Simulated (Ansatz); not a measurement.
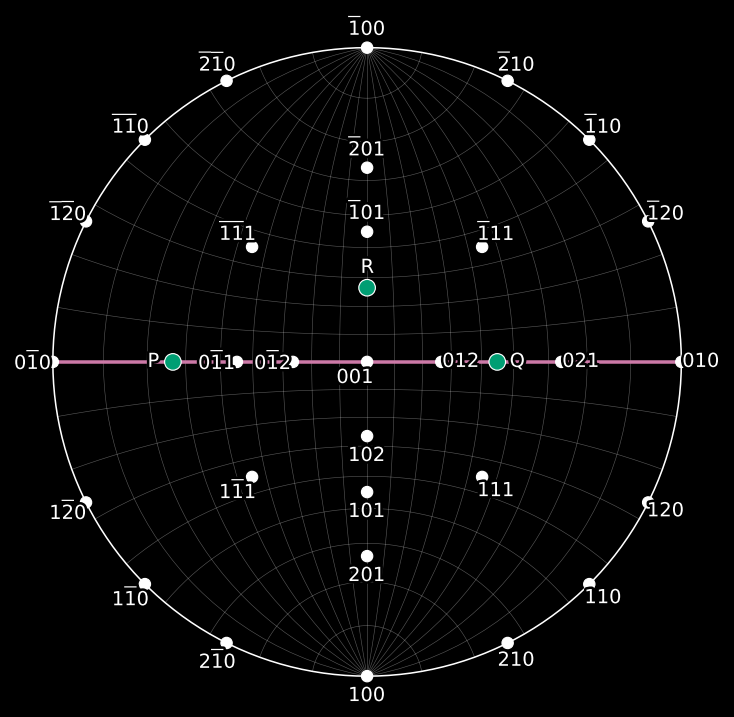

Crystal: Pt, the geometry relaxed with Ansatz 0.2.0, DFT r2SCAN, scalar-relativistic, plane waves, PAW. Stereographic projection of plane normals (upper hemisphere) centred on (0 0 1). All values are computed from the atomic coordinates in the standard setting (tolerance 0.002 Å).

a = 3.940 Å, b = 3.940 Å, c = 3.940 Å, α = 90.00°, β = 90.00°, γ = 90.00°.

Index the poles marked P, Q, R.

P is (0 −2 1), 63.4° from the centre; Q is (0 1 1), 45.0° from the centre; R is (−1 0 2), 26.6° from the centre.

Which zone does the coloured great circle trace?

The zone [1 0 0]: its poles satisfy h = 0.

What is the angle between the normals of (1 −1 1) and (1 2 0), and what are their d_hkl = 1/|g|?

105.0°; d = 2.275 Å and 1.762 Å.
